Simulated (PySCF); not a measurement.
# Excited-state calculation of C2H7FO2Si

System: C2H7FO2Si.
Method: TDDFT PBE0/def2-SVPD, vertical, gas phase, core orbitals frozen in the response (PySCF 2.14.0).

The geometry comes from this level: GFN2-xTB.

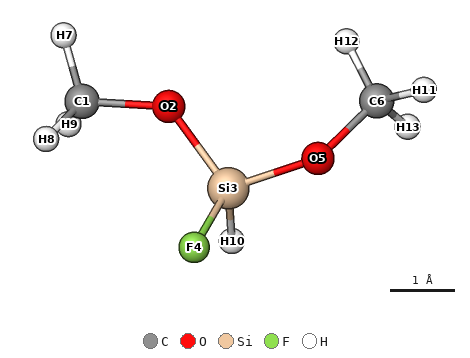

*The structure as given in the input (ball-and-stick view, seen at a tilt; atoms are numbered from 1 in the order of the input).*

The input
```
{"job": {"kind": "uv", "xc": "PBE0", "basis": "def2-SVPD", "nstates": 8, "ntriplets": 3}, "charge": 0, "multiplicity": 1}
C      2.306516     0.538267    -0.243880
O      0.911712     0.419467    -0.297257
Si    -0.009392    -0.898840    -0.418006
F      0.362222    -1.727302    -1.737703
O     -1.516151    -0.448177    -0.716964
C     -2.379951     0.386879    -0.003753
H      2.551303     1.599548    -0.292062
H      2.770630     0.018299    -1.083581
H      2.692380     0.118718     0.687623
H      0.152834    -1.816480     0.694499
H     -3.247089     0.583576    -0.634793
H     -1.892611     1.329262     0.250412
H     -2.706792    -0.102731     0.916490
```

The first line tells a small driver script what to run in PySCF; the rest is the geometry in Å.

Launch command:
```bash
OMP_NUM_THREADS=1 python <driver script> task.json out
```

What the program printed
```
coarse grid: 11400 points
cycle   1  E = -619.3005966815  dE =  6.836e-01  |g| = 8.959e-01  |ddm| = 5.240e+00
cycle   2  E = -619.0982022202  dE =  2.024e-01  |g| = 1.378e+00  |ddm| = 2.341e+00
cycle   3  E = -619.4458526731  dE = -3.477e-01  |g| = 6.442e-02  |ddm| = 1.268e+00
cycle   4  E = -619.4463470918  dE = -4.944e-04  |g| = 4.420e-02  |ddm| = 1.101e-01
cycle   5  E = -619.4466675392  dE = -3.204e-04  |g| = 7.973e-03  |ddm| = 4.403e-02
cycle   6  E = -619.4466778189  dE = -1.028e-05  |g| = 1.553e-03  |ddm| = 1.040e-02
cycle   7  E = -619.4466783660  dE = -5.471e-07  |g| = 3.008e-04  |ddm| = 2.353e-03
final grid: 105968 points
cycle   8  E = -619.5381763800  dE = -1.787e-05  |g| = 1.046e-02  |ddm| = 7.007e-02
cycle   9  E = -619.5381581391  dE =  1.824e-05  |g| = 1.452e-02  |ddm| = 2.183e-02
cycle  10  E = -619.5381975537  dE = -3.941e-05  |g| = 1.286e-03  |ddm| = 1.252e-02
cycle  11  E = -619.5381979267  dE = -3.730e-07  |g| = 1.183e-04  |ddm| = 1.304e-03
cycle  12  E = -619.5381979290  dE = -2.303e-09  |g| = 6.497e-05  |ddm| = 2.717e-04
cycle  13  E = -619.5381979297  dE = -6.462e-10  |g| = 2.139e-05  |ddm| = 9.429e-05
```

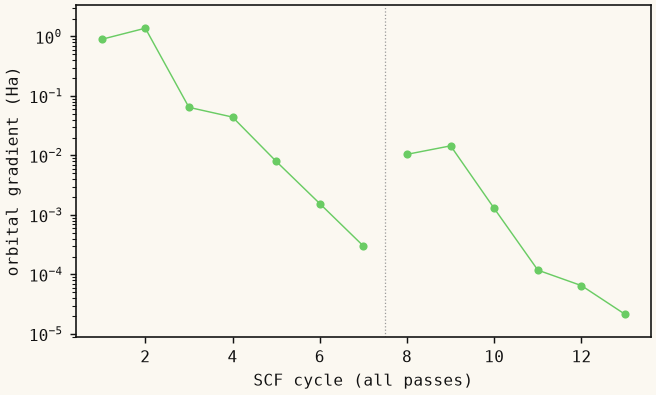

*Convergence of the self-consistent field: orbital gradient against the SCF cycle. The dotted line marks the change from a coarse to the final integration grid.*

The first 7 cycles use a coarse grid, the final grid takes over at cycle 8, and the field converges after 13 cycles in all.

```
converged SCF energy = -619.5381979297

Static polarisability (au): isotropic 55.955, principal 49.859 53.591 64.414

Singlet excitations
state   eV       nm        f      main configurations
  1   7.9371    156.2   0.01087   H->L+1 0.55, H->L 0.40
  2   8.0782    153.5   0.00619   H-1->L 0.53, H-1->L+1 0.36
  3   8.2167    150.9   0.00947   H-1->L+1 0.57, H-1->L 0.32
  4   8.3485    148.5   0.02448   H->L 0.49, H->L+1 0.28
  5   8.5087    145.7   0.02101   H-2->L+1 0.47, H-2->L 0.31
  6   8.6005    144.2   0.00185   H->L+2 0.36, H-3->L 0.19, H-2->L+1 0.17
  7   8.6468    143.4   0.00106   H->L+2 0.52, H-2->L 0.22
  8   8.8259    140.5   0.02101   H-3->L+1 0.33, H-3->L 0.26, H-1->L+2 0.15

Triplet excitations (Tamm-Dancoff, eV): 7.6881 7.8456 7.9369
```

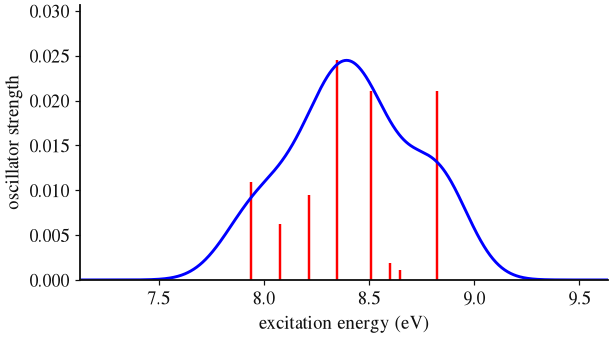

*Computed excitations as sticks (degenerate states added up, dark ones marked on the axis), with a Gaussian envelope of 0.35 eV full width at half maximum, scaled to the tallest.*

Of the 8 states the lowest lies at 7.94 eV (f = 0.011); the strongest line is at 8.35 eV, or 149 nm (f = 0.024).

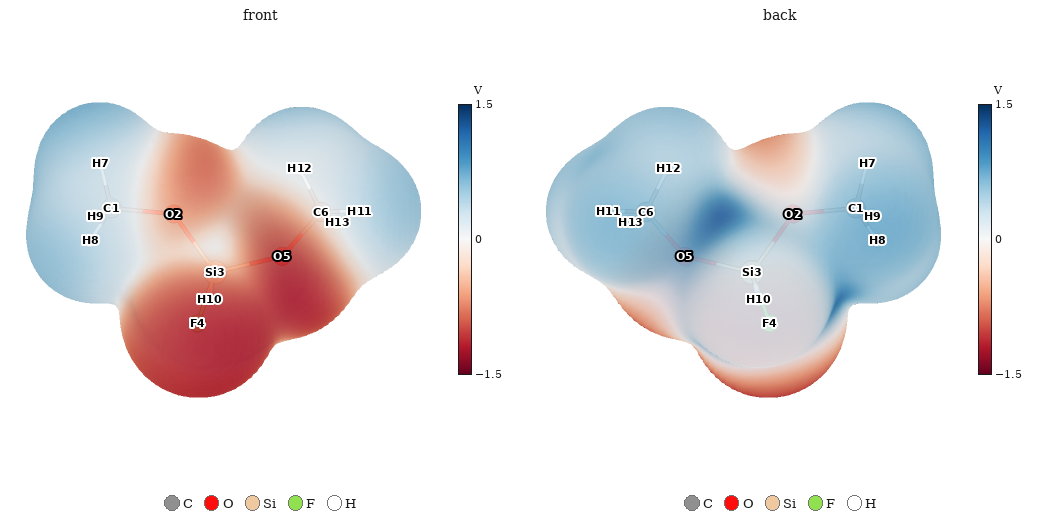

*The electrostatic potential painted on the density surface at 0.001 e/bohr³, seen face on and from behind; the colour scale runs from red (negative) to blue (positive).*

A positive charge is drawn to the negative regions and a negative charge to the positive ones. Its dipole moment is 2.56 D.

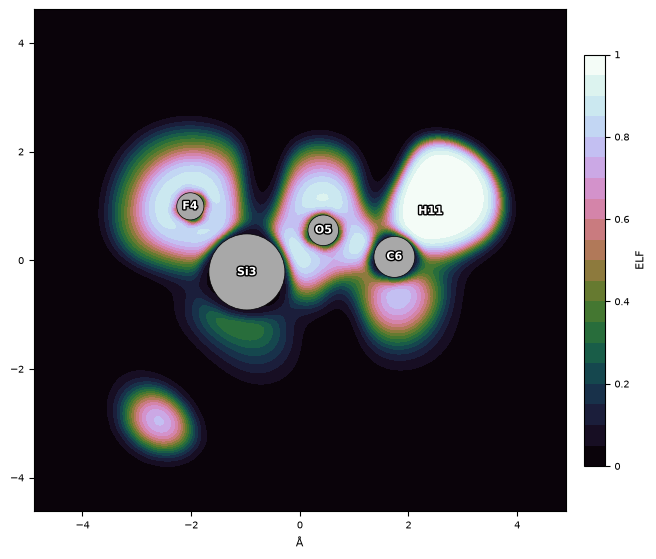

*Electron localisation function on the plane of atoms Si3, O5 and C6. Grey discs, where drawn, cover atomic cores.*

The section cuts through Si, F, O, C and H sites. Si–O (1.60 Å): the ELF peaks at about 0.90 between the atoms, which marks a polar covalent bond. Si–F (1.60 Å): the ELF peaks at about 0.85 between the atoms.

Results in brief

- outcome: converged
- total energy: −619.538198 hartree
- HOMO: −8.65 eV
- LUMO: 0.63 eV
- dipole moment: 2.56 D
- mean polarisability: 55.95 a.u.
- lowest singlet excitation: 7.94 eV
- hardware: 1 CPU thread, shared host
- wall time: 30 s
- peak memory: 0.74 GiB
